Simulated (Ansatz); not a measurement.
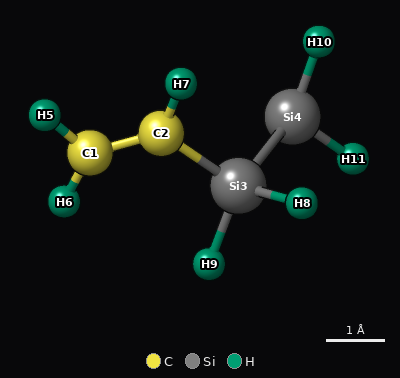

Starting structure of C$_{2}$H$_{7}$Si$_{2}$ (multiplicity 2) (coarse preliminary run). The picture is a ball-and-stick view, seen at a tilt.

The start comes from a force field.

All numbers below come from UKS PBE-D4/def2-SVP in Ansatz 0.2.0.

Input
```yaml
crystal:
  periodic: [false, false, false]
  atoms:
    - {symbol: C, position_ang: [-1.027300, 1.857700, 0.292300]}
    - {symbol: C, position_ang: [-0.132900, 1.124800, -0.265600]}
    - {symbol: Si, position_ang: [0.597300, -0.355700, 0.490600]}
    - {symbol: Si, position_ang: [0.030500, -2.242700, -0.624900]}
    - {symbol: H, position_ang: [-1.454200, 2.761400, -0.272500]}
    - {symbol: H, position_ang: [-1.492900, 1.727600, 1.264800]}
    - {symbol: H, position_ang: [0.288300, 1.372100, -1.244500]}
    - {symbol: H, position_ang: [2.147800, -0.210100, 0.447500]}
    - {symbol: H, position_ang: [0.216300, -0.429100, 1.971500]}
    - {symbol: H, position_ang: [0.344500, -2.185500, -2.034600]}
    - {symbol: H, position_ang: [0.548100, -3.477200, -0.004000]}
basis:
  gaussian: {orbitals: def2-SVP}
magnetization: {spin_polarized: true, initial_magnetization: 1}
hamiltonian: {xc: pbe, dispersion: d4}
relax: {f_tol: 0.03, max_steps: 200}
```

Run as
```bash
ansatz run in.yaml --threads 4 --pin off --events-out ev --progress --plain --max-ram 10444MiB
```

Predict the outcome.

Answer. After 5 geometry steps the energy has fallen by 34.7 kJ/mol. Largest force component: 3.9 eV/Å at the start, 0.014 eV/Å at the end. The largest move after the best rigid fit is that of H8, 0.11 Å. Largest moves by element: H 0.11 Å, Si 0.09 Å, C 0.08 Å. Near-neighbour distances that change, for instance: Si3–Si4 2.264 → 2.347 Å, C1–C2 1.284 → 1.348 Å, C2–Si3 1.816 → 1.879 Å, Si4–H10 1.445 → 1.509 Å. Bond angles that change, for instance: C2–C1–H6 128.3° → 121.7°, Si3–C2–H7 113.7° → 117.9°, H5–C1–H6 112.1° → 116.1°. The run took 9.5 s on 4 threads of Intel Xeon Platinum 8175M @ 2.50GHz (shared host).

History of the run:

```csv
step,"E − E(0), kJ/mol","largest force component, eV/Å"
0,0.00,3.9458
1,-29.02,1.4277
2,-30.24,0.6896
3,-33.22,0.2274
4,-34.06,0.1631
5,-34.66,0.0143
```

The structure at the end:

```xyz
11

C    -1.0594    1.9228    0.2675
C    -0.0951    1.1664   -0.2944
Si    0.6663   -0.3369    0.5377
Si    0.0276   -2.2869   -0.6005
H    -1.5003    2.7938   -0.2485
H    -1.4537    1.7046    1.2750
H     0.2590    1.4307   -1.3091
H     2.1735   -0.2181    0.5577
H     0.1752   -0.4248    1.9598
H     0.2746   -2.2432   -2.0885
H     0.5978   -3.5652   -0.0360
```

The end point in the same view:

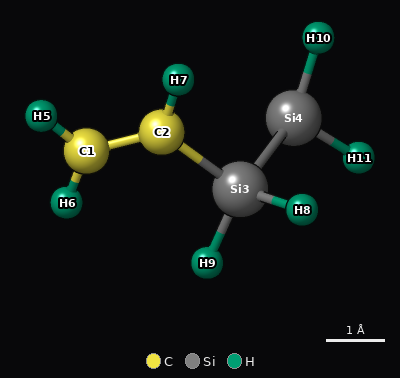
